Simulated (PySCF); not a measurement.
**Frequency calculation of RuBr$_{2}$**

System: RuBr$_{2}$, multiplicity 3.
Method: UKS-based PBE0, Ru def2-TZVP with ECP28, Br def2-TZVP; non-relativistic Hamiltonian with a scalar-relativistic core potential; density fitting (PySCF 2.14.0).

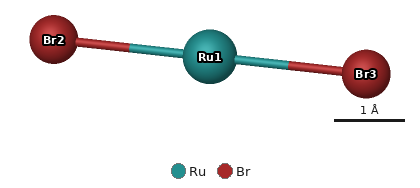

The input geometry (ball-and-stick view, seen at a tilt; atoms are numbered from 1 in the order of the input). Sticks mark near contacts.

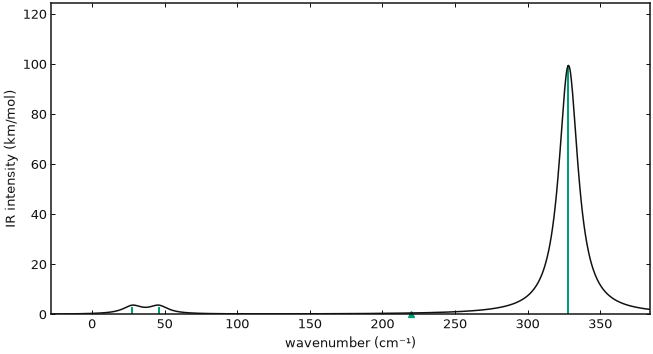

Harmonic infrared spectrum, unscaled: sticks (degenerate modes added up, dark ones marked on the axis) with a Lorentzian envelope of 16 cm⁻¹ full width, scaled to the tallest stick. 4 modes from 28 to 328 cm⁻¹, none imaginary. The strongest line is at 328 cm⁻¹ (99 km/mol). All modes, in cm⁻¹ (km/mol): 28 (3.1), 46 (3.1), 220 (0.0), 328 (99). The two bends of a linear molecule should be equal; they aren't, because the electronic state found breaks the axial symmetry.

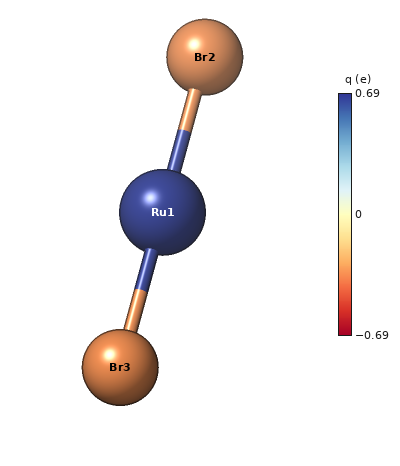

Mulliken charges, as the colour of each atom (ball-and-stick view, seen at an oblique angle; atoms are numbered from 1 in the order of the input; Mulliken charges depend strongly on the basis). By element: Ru +0.66 and Br −0.33 e.

The input and output of the run follow.

## Input file
```python
from pyscf import gto, scf, dft
mol = gto.M(atom='''
Ru     0.000000    -0.000000     0.000000
Br     0.000000    -0.000000     2.357941
Br     0.000000     0.000000    -2.357941''',
    basis={'Ru': 'def2-TZVP', 'Br': 'def2-TZVP'},
    ecp={'Ru': 'def2-TZVP'},
    charge=0, spin=2)
mf = dft.UKS(mol, xc='PBE0')
mf.grids.atom_grid = (75, 302)
aux = {'Ru': 'def2-universal-JKFIT', 'Br': 'def2-universal-JKFIT'}
mf = mf.density_fit(auxbasis=aux)
mf.conv_tol = 1e-09
mf.diis_space = 10
mf.max_cycle = 60
mf.verbose = 4
mf.kernel()
```

The script is an equivalent of the set-up of the self-consistent field. The run itself was carried out by a driver, which started from the orbitals of the step before it where there was one and computed the further properties.

Run as:
```bash
OMP_NUM_THREADS=4 python axn.py task.json out
```

## Log
```
init E= -5242.63925156529
  alpha nocc = 44  HOMO = -0.285535810319666  LUMO = -0.136646644087043
  beta  nocc = 42  HOMO = -0.280304934145554  LUMO = -0.152171072496352
  HOMO = -0.280304934146  LUMO = -0.152171072496  gap/eV = 3.48670
cycle= 1 E= -5242.63925156549  delta_E= -1.96e-10  |g|= 4.76e-06  |ddm|= 2.5e-05
  alpha nocc = 44  HOMO = -0.285535620819843  LUMO = -0.136645923258847
  beta  nocc = 42  HOMO = -0.280304310168034  LUMO = -0.152170743531853
  HOMO = -0.280304310168  LUMO = -0.152170743532  gap/eV = 3.48669
cycle= 2 E= -5242.63925156569  delta_E= -2.02e-10  |g|= 5.2e-06  |ddm|= 2.51e-05
  alpha nocc = 44  HOMO = -0.285535705846192  LUMO = -0.136646199603974
  beta  nocc = 42  HOMO = -0.280304420729178  LUMO = -0.152171020424302
  HOMO = -0.280304420729  LUMO = -0.152171020424  gap/eV = 3.48669
cycle= 3 E= -5242.63925156574  delta_E= -4.91e-11  |g|= 4.76e-06  |ddm|= 6.98e-06
  alpha nocc = 44  HOMO = -0.285535673014773  LUMO = -0.136645998065029
  beta  nocc = 42  HOMO = -0.280304097508722  LUMO = -0.152171099864258
  HOMO = -0.280304097509  LUMO = -0.152171099864  gap/eV = 3.48668
Extra cycle  E= -5242.63925156594  delta_E= -2.07e-10  |g|= 4.83e-06  |ddm|= 2.55e-05
converged SCF energy = -5242.63925156594  <S^2> = 2.9804339  2S+1 = 3.5946816
```

## Summary

```csv
quantity,value
outcome,converged
total energy,−5242.639252 hartree
⟨S²⟩,2.980
zero-point energy,0.001417 hartree
dipole moment,0.00 D
"wavenumbers, lowest and highest",28 and 328 cm⁻¹
hardware,"4 threads of Intel Xeon (Sapphire Rapids), 16 GiB of memory available, shared host"
wall time,73 s (CPU time 4.2 min)
peak memory,1.2 GiB
```

## Notes

Checks after the run noted: the SCF density has lower symmetry than the nuclear frame; spin contamination. ⟨S²⟩ is 2.98 against 2.00 for a pure state: the solution is spin-contaminated.
